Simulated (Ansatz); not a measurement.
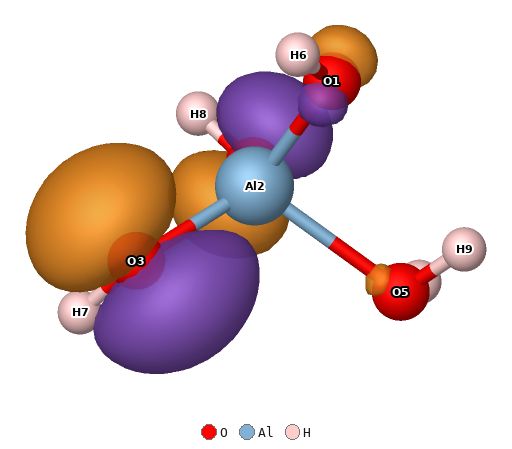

AlH$_{5}$O$_{4}$ (SMILES [OH][Al-]([OH])([OH])[OH2+]). The HOMO−1 at ±0.15 Å⁻³ᐟ² (orange and purple are the two phases), seen from one side.

Geometry: PBE0-D4/def2-TZVP.

The calculation used RKS PBE0-D4/def2-TZVPP in Ansatz.

Input file:

```
crystal:
  periodic: [false, false, false]
  atoms:
    - {symbol: O, position_ang: [-1.400070, 0.801130, 0.698932]}
    - {symbol: Al, position_ang: [-0.111736, -0.245487, 0.247838]}
    - {symbol: O, position_ang: [0.782304, -0.869257, 1.561127]}
    - {symbol: O, position_ang: [-0.201844, -1.104501, -1.244418]}
    - {symbol: O, position_ang: [0.857256, 1.175121, -0.703924]}
    - {symbol: H, position_ang: [-1.701682, 0.837435, 1.604361]}
    - {symbol: H, position_ang: [1.438435, -1.552358, 1.442073]}
    - {symbol: H, position_ang: [-0.662028, -1.928281, -1.378685]}
    - {symbol: H, position_ang: [0.288057, 1.949878, -0.598352]}
    - {symbol: H, position_ang: [0.794510, 0.885120, -1.625950]}
basis:
  gaussian: {orbitals: def2-TZVPP}
hamiltonian: {xc: pbe0, dispersion: d4}
output: {orbitals: {seedname: orbitals}}
```

Run with:

```sh
ansatz run in.yaml --threads 4 --pin off --events-out ev --progress --plain --max-ram 10444MiB
```

What is the character of this orbital?

It lies mainly on O3 (about 60 %) and O4 (about 20 %). Its energy is −8.39 eV.
